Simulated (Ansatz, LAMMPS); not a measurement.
# Relaxing amorphous HfO2 at 7.31 g/cm^3 (78 atoms)

How does amorphous HfO2 at 7.31 g/cm^3 (78 atoms) relax, and what do bonds, charges and levels look like afterwards?

Main program and level: Ansatz 0.2.0; Kohn-Sham DFT, PBE, PAW (set soft_2), plane waves.

### 1. Starting point

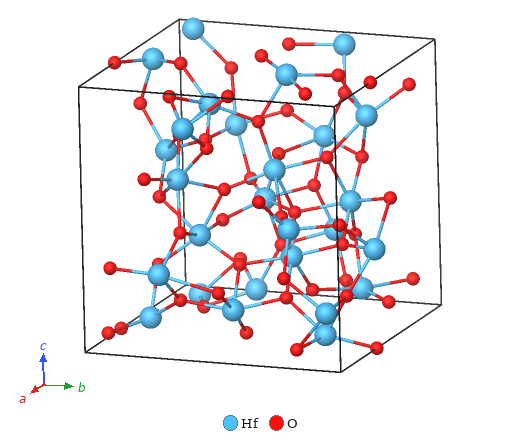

The cell as given, slightly off an axis (hafnium blue, oxygen red). Bonds to atoms that aren't drawn are left out. Some periodic images of atoms are drawn too.

The cell holds 78 atoms: 26 Hf and 52 O. Cell: a = 10.752 Å, b = 10.752 Å, c = 10.752 Å, α = 90.0°, β = 90.0°, γ = 90.0°. 78 atoms (26 Zr, 52 O) placed at random at 4.28 g/cm³, melted at 5000 K for 10 ps at fixed volume with the Morse and Coulomb pair potential with partial charges (Pedone, Malavasi, Menziani, Cormack and Segre, J. Phys. Chem. B 110, 11780 (2006)). Quenched from 5000 K to 300 K at 50 K/ps and fixed volume, held 5 ps, then minimised at fixed cell. Then Zr was replaced by Hf (the potential has no terms for the new elements, so the cell is a start for a DFT relaxation). The density is one point of a scan and needn't be that of the real material.

Before any run, some limits are plain. The quench rate of 50 K/ps far exceeds what a furnace or splat quench reaches, so expect more defects and frozen-in strain than in a real sample. The starting topology of bonds comes from the classical model. Only the Γ point is sampled in the main run, in a cell whose shortest periodic width is 11 Å. Spin–orbit coupling is left out, which matters for the levels of the heavy elements.

### 2. Making the structure

A classical potential makes the cell, at a small fraction of what the same run would cost in DFT.

This step: classical MD, Morse and Coulomb pair potential with partial charges (Pedone, Malavasi, Menziani, Cormack and Segre, J. Phys. Chem. B 110, 11780 (2006)) (LAMMPS 22 Jul 2025 - Update 4).

in.lmp reads:

```
# melt-quench of Zr26O52
units metal
atom_style charge
boundary p p p
region box block 0 10.7525 0 10.7525 0 10.7525
create_box 2 box
mass 1 91.2240   # Zr
mass 2 15.9990   # O
create_atoms 1 random 26 33978 NULL overlap 1.5 maxtry 2000
create_atoms 2 random 52 33985 NULL overlap 1.5 maxtry 2000
pair_style hybrid/overlay pedone 5.5 coul/long 8.0
pair_coeff * * coul/long
pair_coeff 1 2 pedone 0.206237 2.479675 2.436997 1   # Zr-O
pair_coeff 2 2 pedone 0.042395 1.379316 3.618701 22   # O-O
set type 1 charge 2.4
set type 2 charge -1.2
kspace_style pppm 1.0e-4
neigh_modify delay 0 every 1 check yes
thermo_style custom step time temp pe press density
thermo_modify norm yes
timestep 0.002
thermo 100
min_style cg
minimize 1e-4 1e-4 200 2000
reset_timestep 0
velocity all create 5000 33979 mom yes dist gaussian
fix lim all nve/limit 0.05
fix lan all langevin 5000 5000 0.2 33980 zero yes
thermo 500
run 1000 post no
unfix lim
unfix lan
thermo 833
fix md all nvt temp 5000 5000 0.2
run 5000 post no
unfix md
thermo 4700
fix md all nvt temp 5000 300 0.2
run 47000 post no
unfix md
thermo 1250
fix md all nvt temp 300 300 0.2
run 2500 post no
unfix md
thermo 100
min_style cg
minimize 0 1e-3 2000 20000
write_dump all custom glass.dump id type xs ys zs modify sort id
```

The run is started by

```console
$ lmp -in in.lmp -log none -nocite
```

Numbers of over 12 decimals in the logs are rounded to 6 here.

Log:

```text
LAMMPS (22 Jul 2025 - Update 4)
Created orthogonal box = (0 0 0) to (10.7525 10.7525 10.7525)
Created 26 atoms
Created 52 atoms
PPPM initialization ...
  G vector (1/distance) = 0.38368306
  grid = 12 12 12
  estimated relative force accuracy = 5.8398485e-05
   Step          Time           Temp          PotEng         Press         Density
         0   0              0             -1.459924       944710.69      4.2793943
        62   0.124          0             -14.879976     -54751.478      4.2793943
Loop time of 0.255899 s on 1 MPI rank(s) for 62 steps with 78 atoms
Minimization stats:
  Stopping criterion = energy tolerance
  Energy initial, next-to-last, final =
     -1.45992400228349  -14.8785879927824  -14.8799756810167
  Force two-norm initial, final = 312.71943 2.2060341
  Iterations, force evaluations = 62 79
   Step          Time           Temp          PotEng         Press         Density
         0   0              5000          -14.879976     -11993.603      4.2793943
       500   1              2476.2641     -14.676062     -8510.9724      4.2793943
      1000   2              2151.3864     -14.639453     -51981.676      4.2793943
Loop time of 2.76362 s on 1 MPI rank(s) for 1000 steps with 78 atoms
   Step          Time           Temp          PotEng         Press         Density
[... 2 lines left out ...]
      2499   4.998          4594.6856     -14.26503      -30394.35       4.2793943
      3332   6.664          4225.9788     -14.270634      625.58543      4.2793943
      4165   8.33           5138.0585     -14.296142      5084.7032      4.2793943
      4998   9.996          5434.3359     -14.273409     -20510.624      4.2793943
      5831   11.662         4223.3659     -14.311795     -44375.789      4.2793943
[... 1 line left out ...]
Loop time of 8.62938 s on 1 MPI rank(s) for 5000 steps with 78 atoms
   Step          Time           Temp          PotEng         Press         Density
[... 12 lines left out ...]
Loop time of 67.4335 s on 1 MPI rank(s) for 47000 steps with 78 atoms
   Step          Time           Temp          PotEng         Press         Density
[... 2 lines left out ...]
     55000   110            311.22048     -15.080108     -59590.493      4.2793943
     55500   111            311.28628     -15.079161     -63681.231      4.2793943
Loop time of 2.43266 s on 1 MPI rank(s) for 2500 steps with 78 atoms
   Step          Time           Temp          PotEng         Press         Density
     55500   111            311.28628     -15.079161     -63681.231      4.2793943
     55516   111.032        311.28628     -15.116929     -61012.118      4.2793943
Loop time of 0.0462653 s on 1 MPI rank(s) for 16 steps with 78 atoms
Minimization stats:
  Stopping criterion = linesearch alpha is zero
  Energy initial, next-to-last, final =
       -15.07916128173  -15.1169285937866  -15.1169285937866
  Force two-norm initial, final = 11.401621 0.24500288
  Iterations, force evaluations = 16 63
```

The job ended after 82 s (1 thread of Intel Xeon at 2.80GHz (Skylake/Cascade Lake), shared host; peak memory 0.63 GiB).

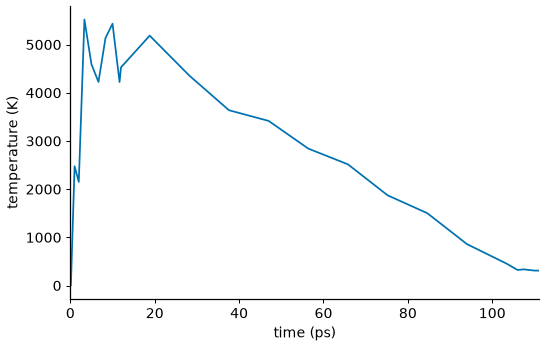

Temperature against time.

### 3. Single point at the start

A single point comes first, to see the forces before anything moves.

input.yaml reads:

```yaml
crystal:
  lattice:
    - [10.7525, 0.0, 0.0]
    - [0.0, 10.7525, 0.0]
    - [0.0, 0.0, 10.7525]
  atoms:
    - { symbol: Hf, position: [0.47863, 0.60698, 0.95819] }
    - { symbol: Hf, position: [0.73497, 0.15389, 0.07625] }
    - { symbol: Hf, position: [0.8282, 0.74018, 0.47384] }
    - { symbol: Hf, position: [0.28486, 0.83886, 0.77232] }
    - { symbol: Hf, position: [0.09319, 0.62842, 0.27932] }
    - { symbol: Hf, position: [0.28949, 0.80673, 0.12112] }
    - { symbol: Hf, position: [0.9625, 0.2812, 0.30367] }
    - { symbol: Hf, position: [0.12374, 0.60783, 0.63729] }
    - { symbol: Hf, position: [0.73502, 0.27288, 0.60382] }
    - { symbol: Hf, position: [0.55715, 0.6416, 0.29724] }
    - { symbol: Hf, position: [0.77484, 0.49415, 0.13916] }
    - { symbol: Hf, position: [0.26639, 0.426, 0.42532] }
    - { symbol: Hf, position: [0.21996, 0.36473, 0.06675] }
    - { symbol: Hf, position: [0.6034, 0.3016, 0.36347] }
    - { symbol: Hf, position: [0.02137, 0.65324, 0.95852] }
    - { symbol: Hf, position: [0.95165, 0.92924, 0.20396] }
    - { symbol: Hf, position: [0.7164, 0.82986, 0.05617] }
    - { symbol: Hf, position: [0.5002, 0.55922, 0.60182] }
    - { symbol: Hf, position: [0.93742, 0.37857, 0.85407] }
    - { symbol: Hf, position: [0.09798, 0.25226, 0.6476] }
    - { symbol: Hf, position: [0.62547, 0.3619, 0.86698] }
    - { symbol: Hf, position: [0.45306, 0.11843, 0.6315] }
    - { symbol: Hf, position: [0.61889, 0.99073, 0.36608] }
    - { symbol: Hf, position: [0.44996, 0.07412, 0.97085] }
    - { symbol: Hf, position: [0.1017, 0.09509, 0.99715] }
    - { symbol: Hf, position: [0.35808, 0.79746, 0.46536] }
    - { symbol: O, position: [0.95439, 0.08786, 0.31236] }
    - { symbol: O, position: [0.08098, 0.2489, 0.13858] }
    - { symbol: O, position: [0.91119, 0.21277, 0.64499] }
    - { symbol: O, position: [0.77354, 0.40517, 0.74149] }
    - { symbol: O, position: [0.74267, 0.9059, 0.48179] }
    - { symbol: O, position: [0.40437, 0.95626, 0.11022] }
    - { symbol: O, position: [0.4303, 0.73786, 0.64493] }
    - { symbol: O, position: [0.28221, 0.20408, 0.63453] }
    - { symbol: O, position: [0.21097, 0.78755, 0.59469] }
    - { symbol: O, position: [0.41423, 0.59995, 0.42391] }
    - { symbol: O, position: [0.79388, 0.27203, 0.93109] }
    - { symbol: O, position: [0.34812, 0.75695, 0.93463] }
    - { symbol: O, position: [0.28383, 0.183, 0.00424] }
    - { symbol: O, position: [0.59062, 0.39694, 0.53959] }
    - { symbol: O, position: [0.13221, 0.56543, 0.45144] }
    - { symbol: O, position: [0.87064, 0.53258, 0.9707] }
    - { symbol: O, position: [0.60536, 0.14816, 0.49705] }
    - { symbol: O, position: [0.35866, 0.46248, 0.9883] }
    - { symbol: O, position: [0.44219, 0.67342, 0.14466] }
    - { symbol: O, position: [0.908, 0.79308, 0.04603] }
    - { symbol: O, position: [0.41386, 0.00515, 0.78926] }
    - { symbol: O, position: [0.94473, 0.673, 0.60239] }
    - { symbol: O, position: [0.81417, 0.3045, 0.17243] }
    - { symbol: O, position: [0.79775, 0.3025, 0.42151] }
    - { symbol: O, position: [0.52426, 0.5101, 0.78646] }
    - { symbol: O, position: [0.65893, 0.64574, 0.47214] }
    - { symbol: O, position: [0.30229, 0.49791, 0.60781] }
    - { symbol: O, position: [0.13125, 0.94385, 0.12718] }
    - { symbol: O, position: [0.17099, 0.96295, 0.87003] }
    - { symbol: O, position: [0.62589, 0.14651, 0.24758] }
    - { symbol: O, position: [0.62539, 0.48406, 0.01544] }
    - { symbol: O, position: [0.21014, 0.46297, 0.2396] }
    - { symbol: O, position: [0.10472, 0.3068, 0.45065] }
    - { symbol: O, position: [0.06417, 0.22545, 0.84993] }
    - { symbol: O, position: [0.95588, 0.76824, 0.32461] }
    - { symbol: O, position: [0.56225, 0.22732, 0.9937] }
    - { symbol: O, position: [0.91038, 0.05722, 0.05517] }
    - { symbol: O, position: [0.51731, 0.8254, 0.34582] }
    - { symbol: O, position: [0.41158, 0.31583, 0.37359] }
    - { symbol: O, position: [0.62959, 0.46545, 0.27127] }
    - { symbol: O, position: [0.13299, 0.69396, 0.8094] }
    - { symbol: O, position: [0.13797, 0.68469, 0.10314] }
    - { symbol: O, position: [0.24288, 0.76602, 0.31028] }
    - { symbol: O, position: [0.05316, 0.43535, 0.70291] }
    - { symbol: O, position: [0.64037, 0.99953, 0.99964] }
    - { symbol: O, position: [0.71217, 0.6784, 0.18374] }
    - { symbol: O, position: [0.94294, 0.50447, 0.24643] }
    - { symbol: O, position: [0.08638, 0.46191, 0.96318] }
    - { symbol: O, position: [0.61792, 0.73465, 0.93089] }
    - { symbol: O, position: [0.41898, 0.97741, 0.50688] }
    - { symbol: O, position: [0.75157, 0.93094, 0.2193] }
    - { symbol: O, position: [0.5856, 0.22345, 0.7312] }
kpoints:
  mp_grid: { grid: [1, 1, 1] }
hamiltonian:
  xc: pbe
scf:
  occupations: { method: fermi_dirac, width: 0.025 }
output:
  forces: true
```

The run is started by

```console
$ ansatz run input.yaml --threads 4 --pin off --max-ram 8192MiB --backend cpu --events-out ev --progress --plain --runs-dir out
```

Log:

```text
Engine: ansatz 0.2.0, aarch64-unknown-linux-gnu
Pseudopotentials: kind: paw
Pseudopotential: Hf, paw, valence charge 26, recommended cutoff 420 eV (normal), Hf.paw.azcp
Pseudopotential: O, paw, valence charge 6, recommended cutoff 420 eV (normal), O.paw.azcp
[... 5 lines on functional and potentials left out ...]
Crystal: 78 atoms, lattice volume = 1243.164 Å³
Basis set: ecut = 420 eV, 24207 PW (Γ), exchange–correlation on 144×144×144 points (8 copies of the dense FFT grid, shifted against one another)
Bands: 572, of which v1, the nominal top of the filled ones, is band 494 counted from 1 (493 counted from 0)
Symmetry: 1 space group operations
Space group: P1 (ITA 1), of the structure as read, at distance tolerance 1.1e-4 Å
k-points: 1
[... 5 lines on functional and potentials left out ...]
Initial density: superposition of atomic densities (neutral atoms: chi_scale 0, normalization atom), corrected by the library's trained network
Initial wavefunctions: pseudopotential atomic-orbital guess
Functional: x = pbe(κ = 0.804, μ = 0.219515), c = pbe(β = 0.066725)
SCF iter   1: F=—  HF=-438383.881863 eV  |F-HF|=—  |Δ(HF+E_count)|=         —  Δρ=4.09e-3  dr2=2.08e-1  ethr=1.77e-3  ⟨swp⟩=5.0  Hψ=1976  notcnv=0  defer=49
preconditioner: auto → Resta (q_TF=auto, 2.626 Å⁻¹)  ε∞=4.6  [insulator: Δε(μ)=3.323 eV  Ē_g=16.882 eV  σ=0.025 eV  W_gap=1.00  n_scr=388 (ndim 8)  ℏωp=32.2 eV  f_vac=0.227  D(μ)=0.00/eV (n_scr^D=0)  ε∞_Penn≈4.6]
SCF iter   2: F=—  HF=-438383.881206 eV  |F-HF|=—  |Δ(HF+E_count)|=   6.57e-4  Δρ=2.05e-3  dr2=4.17e-2  ethr=2.10e-5  ⟨swp⟩=2.0  Hψ=1053  notcnv=0  defer=74
SCF iter   3: F=—  HF=-438383.884201 eV  |F-HF|=—  |Δ(HF+E_count)|=   2.99e-3  Δρ=9.65e-4  dr2=1.45e-2  ethr=4.22e-6  ⟨swp⟩=2.0  Hψ=858  notcnv=0  defer=74
SCF iter   4: F=—  HF=-438383.887387 eV  |F-HF|=—  |Δ(HF+E_count)|=   3.19e-3  Δρ=2.81e-4  dr2=1.89e-3  ethr=1.47e-6  ⟨swp⟩=2.0  Hψ=858  notcnv=0  defer=74
SCF iter   5: F=—  HF=-438383.887801 eV  |F-HF|=—  |Δ(HF+E_count)|=   4.14e-4  Δρ=1.92e-4  dr2=6.95e-4  ethr=1.91e-7  ⟨swp⟩=2.0  Hψ=992  notcnv=0  defer=74
SCF iter   6: F=—  HF=-438383.887921 eV  |F-HF|=—  |Δ(HF+E_count)|=   1.20e-4  Δρ=7.34e-5  dr2=1.22e-4  ethr=7.03e-8  ⟨swp⟩=2.0  Hψ=963  notcnv=0  defer=74
SCF iter   7: F=—  HF=-438383.888016 eV  |F-HF|=—  |Δ(HF+E_count)|=   9.48e-5  Δρ=5.86e-5  dr2=5.23e-5  ethr=1.24e-8  ⟨swp⟩=2.0  Hψ=991  notcnv=0  defer=74
SCF iter   8: F=—  HF=-438383.890273 eV  |F-HF|=—  |Δ(HF+E_count)|=   2.26e-3  Δρ=1.96e-5  dr2=7.63e-6  ethr=5.30e-9  ⟨swp⟩=2.0  Hψ=1053  notcnv=0  defer=74
SCF iter   9: F=—  HF=-438383.890271 eV  |F-HF|=—  |Δ(HF+E_count)|=   1.84e-6  Δρ=1.15e-5  dr2=1.85e-6  ethr=7.72e-10  ⟨swp⟩=2.0  Hψ=992  notcnv=0  defer=74
SCF iter  10: F=—  HF=-438383.890271 eV  |F-HF|=—  |Δ(HF+E_count)|=   3.87e-7  Δρ=6.95e-6  dr2=6.32e-7  ethr=1.87e-10  ⟨swp⟩=2.0  Hψ=988  notcnv=0  defer=74
SCF iter  11: F=—  HF=-438383.890271 eV  |F-HF|=—  |Δ(HF+E_count)|=   4.23e-8  Δρ=2.66e-6  dr2=1.19e-7  ethr=6.39e-11  ⟨swp⟩=2.0  Hψ=887  notcnv=0  defer=74
SCF iter  12: F=-438383.890271 eV  HF=-438383.890271 eV  |F-HF|=3.92e-8  |Δ(HF+E_count)|=   4.60e-9  Δρ=2.08e-6  dr2=5.47e-8  ethr=1.01e-11  ⟨swp⟩=4.0  Hψ=1909  notcnv=0
SCF 1 converged in 12 iterations: F = -438383.890271 eV  dr2 = 5.47e-8
  greatest PAW one-centre occupation: 0.999 electrons in one spin orbital (limit 2), on the Hf atom at site 9 (counted from 0), in its partial waves of l = 0
SCF converged after 12 iterations
Free energy (F): -438383.890271 eV
Harris-Foulkes:  -438383.890271 eV  (|F-HF|=3.92e-8)
Internal energy: -438383.890271 eV  (E = F + TS)
E sigma→0 (E₀):  -438383.890271 eV
Fermi energy:    10.393752 eV
--- Per-component energies (eV) ---
  E_band       = -5579.184517
  E_kinetic    = 19894.617218
  E_local      = -222328.608540  (includes V_loc(G=0)·N_el)
  E_nonlocal   = -29839.830047
  E_hartree    = 101596.309284
  E_xc         = -11582.805490
  E_vxc        = -11741.797784  (∫ρ·V_xc dr)
  E_paw        = -188296.754108  (= ΣΔE_a)
  E_vpaw       = 35243.677783  (= ΣTr[D̂ρ^β])
  E_aug_tail   = 0.127263  (compensation charges beyond the density's cutoff)
  E_ewald      = -107826.945851
  E_smearing   = -0.000000  (= −TS)
  E_closure    = -0.000000  (closes the sum)
  Σ components = -438383.890271   (vs F -438383.890271, Δ=0.00e0)
--- Forces (eV/Å), atoms counted from 1 ---
  atom   1  Hf     0.11878112     0.19380713     0.42112392
  atom   2  Hf     0.48942015    -0.34965372    -0.40182699
  atom   3  Hf    -0.58816091     0.07845231     0.05398210
  atom   4  Hf    -0.72569026     0.73935046     1.42814013
  atom   5  Hf    -0.90827054    -1.00726455     0.73701663
  atom   6  Hf     1.37025106     1.26607530     0.16197472
  atom   7  Hf    -0.08811515    -1.69479418    -0.29179257
  atom   8  Hf    -0.64992265     0.19800747    -0.67057966
  atom   9  Hf     1.46418860     0.41556828     0.43718810
  atom  10  Hf     0.10527808     0.01126914    -0.44209850
  atom  11  Hf     0.23669016     0.07343537     0.22755013
  atom  12  Hf     0.76068869    -1.23508954    -0.24680725
  atom  13  Hf     0.17424635     1.42612505    -0.62095366
  atom  14  Hf    -1.29701262     1.08358731    -0.86941660
[...]
atom  77  O     -0.51558358     0.28624993     0.46971205
  atom  78  O     -0.19156974    -0.37149525    -0.22936303
  max |Σ_I F_I| component: 5.08e-5 eV/Å
```

The job ended after 49 s (4 threads of Arm Neoverse N1, shared host; peak memory 1.9 GiB).

The column dr2 measures how far the density is from self-consistency, as an energy; F and HF (Harris–Foulkes) agree once it is small.

Read from the output:

| Quantity | Value |
| --- | --- |
| free energy | -438383.8903 eV |
| free energy per atom | -5620.3063 eV/atom |
| SCF cycles | 12 |
| r.m.s. force component | 0.5418 eV/Å |
| longest force | 2.073 eV/Å |
| Fermi energy | 10.39 eV |

The r.m.s. force component of 0.54 eV/Å sets the starting point.

Neighbours are counted within 2.82 Å (O-Hf).

Length of the force by element and coordination:

| element | coordination | atoms | mean length of the force (eV/Å) | spread | least | most |
| --- | --- | --- | --- | --- | --- | --- |
| Hf | all | 26 | 1.25 | 0.552 | 0.336 | 2.07 |
| Hf | 4 | 1 | 0.596 | 0 | 0.596 | 0.596 |
| Hf | 5 | 6 | 1.50 | 0.358 | 1.08 | 1.98 |
| Hf | 6 | 19 | 1.20 | 0.576 | 0.336 | 2.07 |
| O | all | 52 | 0.561 | 0.280 | 0.200 | 1.35 |
| O | 2 | 10 | 0.824 | 0.222 | 0.504 | 1.27 |
| O | 3 | 40 | 0.495 | 0.256 | 0.200 | 1.35 |
| O | 4 | 2 | 0.559 | 0.211 | 0.348 | 0.770 |

(Continued in part 2 of 4.)

[Logs are printed without paths, hosts, clocks, repeated set-up lines and the standing remarks that a program may print on its own settings, such as how far it seeks lower states.]

[Hosts, paths, dates, database ids (printed as entryN), source tags and the programs' standing remarks are cut or masked in the printed files.]
